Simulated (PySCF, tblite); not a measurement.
# C5H12OS: a rotation path, then NMR shifts on frames, part 2 of 2

tblite 0.8.0 and PySCF 2.14.0. Atoms count from 0. The steps go on from the part before.

## 5. Nuclear shieldings: image 5, PBE0/pcSseg-1

What the job is given:

```
{"job": {"kind": "nmr", "xc": "PBE0", "basis": "pcSseg-1", "pop": false}, "charge": 0, "multiplicity": 1}
C     -2.000900    -0.652800     0.320100
C     -1.424500     0.010500    -0.925500
C      0.028600     0.444800    -0.751200
C      0.205100     1.459600     0.360800
S      1.026700    -1.150200    -0.591000
C      2.111200    -0.727200     0.847300
O      1.913900    -1.142500    -1.755000
H     -3.024700    -0.967400     0.134700
H     -2.011400     0.034600     1.161500
H     -1.416500    -1.529300     0.590100
H     -1.480400    -0.689700    -1.762100
H     -2.026600     0.886400    -1.183600
H      0.395800     0.861100    -1.693100
H      1.189500     1.917600     0.318300
H     -0.534100     2.250500     0.239400
H      0.064500     1.015000     1.342200
H      2.624100     0.210100     0.672500
H      2.837400    -1.530600     0.917900
H      1.512700    -0.691300     1.749400
```

Level: GIAO PBE0/pcSseg-1 NMR shielding, non-relativistic, gas phase.

Standard output:

```text
coarse grid: 15584 points
cycle   1  E = -670.3751821641  dE =  8.736e-01  |g| = 9.211e-01  |ddm| = 3.841e+00
cycle   2  E = -669.6469726326  dE =  7.282e-01  |g| = 2.074e+00  |ddm| = 3.801e+00
cycle   3  E = -670.5268931428  dE = -8.799e-01  |g| = 2.832e-01  |ddm| = 3.267e+00
cycle   4  E = -670.5443598564  dE = -1.747e-02  |g| = 1.068e-01  |ddm| = 3.853e-01
cycle   5  E = -670.5470693221  dE = -2.709e-03  |g| = 1.934e-02  |ddm| = 1.189e-01
cycle   6  E = -670.5471497084  dE = -8.039e-05  |g| = 7.226e-03  |ddm| = 2.667e-02
cycle   7  E = -670.5471622301  dE = -1.252e-05  |g| = 1.468e-03  |ddm| = 8.277e-03
cycle   8  E = -670.5471627522  dE = -5.221e-07  |g| = 4.645e-04  |ddm| = 2.589e-03
final grid: 143464 points
cycle   9  E = -670.6031185227  dE = -5.837e-05  |g| = 1.225e-02  |ddm| = 3.779e-02
cycle  10  E = -670.6030661117  dE =  5.241e-05  |g| = 1.965e-02  |ddm| = 3.030e-02
cycle  11  E = -670.6031515990  dE = -8.549e-05  |g| = 3.452e-03  |ddm| = 2.242e-02
cycle  12  E = -670.6031538995  dE = -2.301e-06  |g| = 3.424e-04  |ddm| = 3.245e-03
cycle  13  E = -670.6031539262  dE = -2.668e-08  |g| = 1.249e-04  |ddm| = 5.627e-04
cycle  14  E = -670.6031539294  dE = -3.184e-09  |g| = 4.565e-05  |ddm| = 1.474e-04
cycle  15  E = -670.6031539299  dE = -4.927e-10  |g| = 7.974e-06  |ddm| = 5.084e-05
converged SCF energy = -670.6031539299

GIAO shielding tensors (ppm)
atom      isotropic    diamagn.    paramagn.     s11        s22        s33       span
  0 C      176.628     248.857     -72.229    165.773    176.982    187.130     21.357
  1 C      156.449     248.477     -92.029    142.160    158.914    168.272     26.113
  2 C      113.372     253.590    -140.218     53.577    125.356    161.183    107.606
  3 C      170.993     249.560     -78.567    153.575    175.794    183.611     30.036
  4 S      165.409    1053.403    -887.994     25.080     77.332    393.814    368.734
  5 C      144.549     255.056    -110.508    113.005    139.512    181.129     68.124
  6 O      271.829     395.872    -124.043     48.324    278.169    488.994    440.670
  7 H       30.731      28.405       2.326     26.021     27.597     38.575     12.555
  8 H       30.944      31.070      -0.126     26.007     30.795     36.030     10.023
  9 H       31.016      30.591       0.425     25.787     30.944     36.315     10.528
 10 H       29.423      31.284      -1.860     25.159     28.207     34.904      9.744
 11 H       30.135      31.020      -0.885     25.522     28.261     36.623     11.101
 12 H       29.296      33.665      -4.370     26.177     28.683     33.028      6.851
 13 H       29.708      31.613      -1.904     25.144     28.542     35.439     10.295
 14 H       30.761      30.785      -0.024     25.958     28.484     37.841     11.883
 15 H       30.699      32.633      -1.934     28.484     28.827     34.787      6.303
 16 H       29.110      31.652      -2.543     24.997     29.600     32.732      7.735
 17 H       29.325      29.045       0.280     26.276     27.027     34.672      8.396
 18 H       30.212      32.023      -1.811     26.218     29.315     35.104      8.886
```

Run time: 21 s. Hardware: 1 thread of Arm Neoverse V2, shared host; peak memory 0.84 GiB.

This run: δ C2 73.6, C5 42.4, C1 30.5, C3 15.9, H16 2.61, H12 2.42 ppm.

## 6. Nuclear shieldings: image 6, PBE0/pcSseg-1

What the job is given:

```
{"job": {"kind": "nmr", "xc": "PBE0", "basis": "pcSseg-1", "pop": false}, "charge": 0, "multiplicity": 1}
C     -1.908500    -0.679300     0.384100
C     -1.429300    -0.000100    -0.893300
C      0.019200     0.472000    -0.814500
C      0.249000     1.511700     0.264200
S      1.080100    -1.086900    -0.714900
C      1.956700    -0.809600     0.890400
O      2.106600    -0.907100    -1.742600
H     -2.934100    -1.018700     0.262900
H     -1.882600     0.006700     1.226500
H     -1.287800    -1.542500     0.612800
H     -1.519600    -0.701900    -1.725500
H     -2.069500     0.859300    -1.111600
H      0.314800     0.885400    -1.782800
H      1.234200     1.960000     0.163300
H     -0.490400     2.304100     0.154100
H      0.149600     1.095800     1.263000
H      2.456600     0.150800     0.887600
H      2.695400    -1.601600     0.961800
H      1.249700    -0.888900     1.707300
```

Level: GIAO PBE0/pcSseg-1 NMR shielding, non-relativistic, gas phase.

Standard output:

```text
coarse grid: 15584 points
cycle   1  E = -670.3757385021  dE =  8.732e-01  |g| = 9.214e-01  |ddm| = 3.839e+00
cycle   2  E = -669.6483404535  dE =  7.274e-01  |g| = 2.073e+00  |ddm| = 3.939e+00
cycle   3  E = -670.5275217302  dE = -8.792e-01  |g| = 2.825e-01  |ddm| = 3.393e+00
cycle   4  E = -670.5448557779  dE = -1.733e-02  |g| = 1.074e-01  |ddm| = 3.936e-01
cycle   5  E = -670.5475995831  dE = -2.744e-03  |g| = 1.932e-02  |ddm| = 1.208e-01
cycle   6  E = -670.5476801942  dE = -8.061e-05  |g| = 7.079e-03  |ddm| = 2.646e-02
cycle   7  E = -670.5476920982  dE = -1.190e-05  |g| = 1.524e-03  |ddm| = 8.247e-03
cycle   8  E = -670.5476926690  dE = -5.708e-07  |g| = 4.539e-04  |ddm| = 2.631e-03
final grid: 143464 points
cycle   9  E = -670.6035844389  dE = -6.426e-05  |g| = 1.230e-02  |ddm| = 3.870e-02
cycle  10  E = -670.6035315573  dE =  5.288e-05  |g| = 1.972e-02  |ddm| = 3.147e-02
cycle  11  E = -670.6036179939  dE = -8.644e-05  |g| = 3.450e-03  |ddm| = 2.321e-02
cycle  12  E = -670.6036202847  dE = -2.291e-06  |g| = 3.550e-04  |ddm| = 3.352e-03
cycle  13  E = -670.6036203132  dE = -2.845e-08  |g| = 1.286e-04  |ddm| = 5.817e-04
cycle  14  E = -670.6036203166  dE = -3.398e-09  |g| = 4.639e-05  |ddm| = 1.503e-04
cycle  15  E = -670.6036203171  dE = -5.073e-10  |g| = 8.284e-06  |ddm| = 5.233e-05
converged SCF energy = -670.6036203171

GIAO shielding tensors (ppm)
atom      isotropic    diamagn.    paramagn.     s11        s22        s33       span
  0 C      176.760     248.997     -72.237    166.127    177.216    186.939     20.812
  1 C      156.431     248.276     -91.845    142.042    158.624    168.627     26.584
  2 C      115.380     253.537    -138.157     57.440    127.707    160.994    103.554
  3 C      171.567     249.227     -77.659    156.401    175.445    182.856     26.455
  4 S      160.739    1053.170    -892.430     16.924     71.707    393.586    376.661
  5 C      144.304     255.228    -110.924    114.157    138.706    180.050     65.893
  6 O      271.168     395.646    -124.477     40.426    275.663    497.415    456.989
  7 H       30.752      28.483       2.269     25.999     27.585     38.672     12.673
  8 H       30.943      31.194      -0.251     26.103     30.806     35.919      9.816
  9 H       31.332      30.791       0.541     26.206     31.374     36.415     10.209
 10 H       29.464      31.170      -1.707     25.224     28.158     35.009      9.785
 11 H       30.189      30.950      -0.761     25.651     28.267     36.649     10.998
 12 H       29.298      33.563      -4.265     26.089     28.539     33.265      7.177
 13 H       29.672      31.273      -1.600     25.259     28.079     35.678     10.419
 14 H       30.668      30.636       0.032     25.909     28.278     37.817     11.908
 15 H       30.551      32.602      -2.051     28.231     28.978     34.443      6.212
 16 H       29.232      31.725      -2.494     25.158     29.926     32.611      7.452
 17 H       29.275      29.125       0.150     26.235     26.946     34.643      8.408
 18 H       30.261      32.197      -1.936     26.421     29.251     35.111      8.690
```

It took 21 s on 1 thread of Arm Neoverse V2, shared host; peak memory 0.86 GiB.

This run: δ C2 71.5, C5 42.6, C1 30.5, C3 15.4, H16 2.49, H17 2.44 ppm.

## 7. Nuclear shieldings: image 8, PBE0/pcSseg-1

What the job is given:

```
{"job": {"kind": "nmr", "xc": "PBE0", "basis": "pcSseg-1", "pop": false}, "charge": 0, "multiplicity": 1}
C     -1.751200    -0.799600     0.462000
C     -1.435800    -0.017900    -0.807900
C     -0.007500     0.511900    -0.887400
C      0.315600     1.617900     0.097300
S      1.183800    -0.944800    -0.842300
C      1.718200    -0.904100     0.928000
O      2.358500    -0.486600    -1.587500
H     -2.794300    -1.107500     0.453200
H     -1.592100    -0.191800     1.349300
H     -1.136500    -1.693800     0.524900
H     -1.609700    -0.668100    -1.668000
H     -2.124500     0.827300    -0.888600
H      0.169300     0.888400    -1.899900
H      1.357100     1.915200    -0.006500
H     -0.303100     2.488700    -0.117100
H      0.132500     1.319900     1.126300
H      2.291200    -0.003100     1.109000
H      2.357900    -1.771100     1.063800
H      0.860600    -0.971600     1.583900
```

Level: GIAO PBE0/pcSseg-1 NMR shielding, non-relativistic, gas phase.

Standard output:

```text
coarse grid: 15584 points
cycle   1  E = -670.3791586936  dE =  8.685e-01  |g| = 9.189e-01  |ddm| = 3.839e+00
cycle   2  E = -669.6721038156  dE =  7.071e-01  |g| = 2.052e+00  |ddm| = 4.042e+00
cycle   3  E = -670.5304630784  dE = -8.584e-01  |g| = 2.778e-01  |ddm| = 3.480e+00
cycle   4  E = -670.5471701343  dE = -1.671e-02  |g| = 1.059e-01  |ddm| = 3.959e-01
cycle   5  E = -670.5498439588  dE = -2.674e-03  |g| = 1.929e-02  |ddm| = 1.234e-01
cycle   6  E = -670.5499255082  dE = -8.155e-05  |g| = 6.715e-03  |ddm| = 2.639e-02
cycle   7  E = -670.5499360379  dE = -1.053e-05  |g| = 1.566e-03  |ddm| = 7.885e-03
cycle   8  E = -670.5499366481  dE = -6.102e-07  |g| = 4.296e-04  |ddm| = 2.624e-03
final grid: 143464 points
cycle   9  E = -670.6067923759  dE = -6.984e-05  |g| = 1.267e-02  |ddm| = 4.269e-02
cycle  10  E = -670.6067394010  dE =  5.297e-05  |g| = 1.996e-02  |ddm| = 3.241e-02
cycle  11  E = -670.6068279724  dE = -8.857e-05  |g| = 3.607e-03  |ddm| = 2.430e-02
cycle  12  E = -670.6068304788  dE = -2.506e-06  |g| = 3.935e-04  |ddm| = 3.690e-03
cycle  13  E = -670.6068305134  dE = -3.457e-08  |g| = 1.318e-04  |ddm| = 6.326e-04
cycle  14  E = -670.6068305170  dE = -3.593e-09  |g| = 4.584e-05  |ddm| = 1.583e-04
cycle  15  E = -670.6068305175  dE = -4.832e-10  |g| = 8.982e-06  |ddm| = 5.069e-05
converged SCF energy = -670.6068305175

GIAO shielding tensors (ppm)
atom      isotropic    diamagn.    paramagn.     s11        s22        s33       span
  0 C      176.056     249.037     -72.980    167.839    177.474    182.855     15.016
  1 C      159.072     247.614     -88.541    147.571    158.495    171.151     23.580
  2 C      118.898     253.355    -134.457     70.819    126.286    159.588     88.769
  3 C      175.569     248.904     -73.335    163.119    179.962    183.627     20.508
  4 S      163.914    1053.311    -889.397     26.339     72.556    392.848    366.509
  5 C      144.681     255.491    -110.810    110.460    141.015    182.568     72.108
  6 O      277.789     396.063    -118.274     48.746    290.464    494.158    445.413
  7 H       30.735      28.508       2.226     25.933     27.648     38.622     12.689
  8 H       30.942      31.375      -0.433     26.374     30.786     35.665      9.291
  9 H       31.419      30.990       0.429     26.383     31.510     36.362      9.979
 10 H       29.527      30.852      -1.325     25.014     28.200     35.367     10.353
 11 H       30.278      30.847      -0.569     25.604     28.500     36.730     11.126
 12 H       29.214      33.438      -4.224     25.885     28.459     33.296      7.411
 13 H       29.700      31.033      -1.332     24.979     28.418     35.703     10.724
 14 H       30.590      30.208       0.382     25.882     27.662     38.227     12.344
 15 H       30.418      32.314      -1.896     27.198     29.341     34.714      7.516
 16 H       29.627      31.761      -2.134     25.857     29.850     33.174      7.317
 17 H       29.032      29.381      -0.349     26.031     26.777     34.289      8.257
 18 H       30.069      32.751      -2.682     25.856     29.827     34.524      8.668
```

Run time: 21 s. Hardware: 1 thread of Arm Neoverse V2, shared host; peak memory 0.87 GiB.

In short: δ C2 68.0, C5 42.2, C1 27.9, C3 11.4, H17 2.68, H12 2.50 ppm.

## 8. Side by side: NMR shifts

Shifts (ppm) of some atoms, chosen among heavy atoms and hydrogens apart, with basis size and wall time:

| frame | C2 | C1 | C3 | H9 | H13 | S4 | O6 | functions | time |
| --- | --- | --- | --- | --- | --- | --- | --- | --- | --- |
| image 0 | 68.6 | 25.0 | 13.4 | 1.16 | 0.91 | 329 | 55.9 | 186 | 21 s |
| image 2 | 71.6 | 26.5 | 14.8 | 1.27 | 1.31 | 326 | 54.1 | 186 | 21 s |
| image 5 | 73.6 | 30.5 | 15.9 | 0.70 | 2.01 | 338 | 64.2 | 186 | 21 s |
| image 6 | 71.5 | 30.5 | 15.4 | 0.39 | 2.04 | 343 | 64.9 | 186 | 21 s |
| image 8 | 68.0 | 27.9 | 11.4 | 0.30 | 2.02 | 340 | 58.3 | 186 | 21 s |

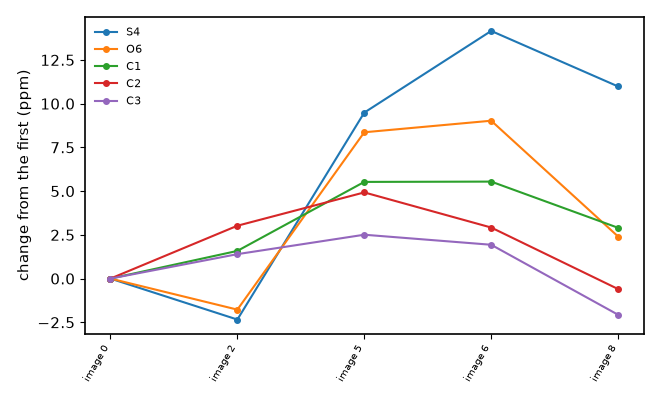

How five of the tabulated atoms move from run to run.

## 9. What came out

This closing draws on all 2 parts.

| quantity | value |
| --- | --- |
| barrier | 0.141 eV (3.2 kcal/mol) at image 5 |
| end to end (GFN2-xTB) | 0.098 eV |
| 13C shifts against TMS (PBE0/pcSseg-1, image 0) | 68.6, 43.7, 25.0, 13.4, 8.9 ppm |
| 1H shifts against TMS (PBE0/pcSseg-1, image 0) | 2.71, 2.61, 2.47, 2.26, 1.99, 1.46, 1.16, 1.07, 1.02, 0.94, 0.91, 0.87 ppm |
| 33S shifts against CS2 (PBE0/pcSseg-1, image 0) | 329 ppm |
| 17O shifts against H2O (PBE0/pcSseg-1, image 0) | 55.9 ppm |
| range of the shift of S4 | 326 to 343 ppm |

Along the band the dihedral turns by 105°, and the top (dihedral -9°) lies 3.2 kcal/mol above the start (GFN2-xTB, rough), so at room temperature this motion is fast. The top was not checked by a frequency run. Shifts at one fixed geometry are not the observed spectrum, which averages over the motion. In the first frame run (image 0): The widest tensor belongs to S4: span 436 ppm, with a paramagnetic part of -880 ppm. In ppm, S4 moves most: its shift spreads over 17 ppm, from 326 (image 2) to 343 (image 6).
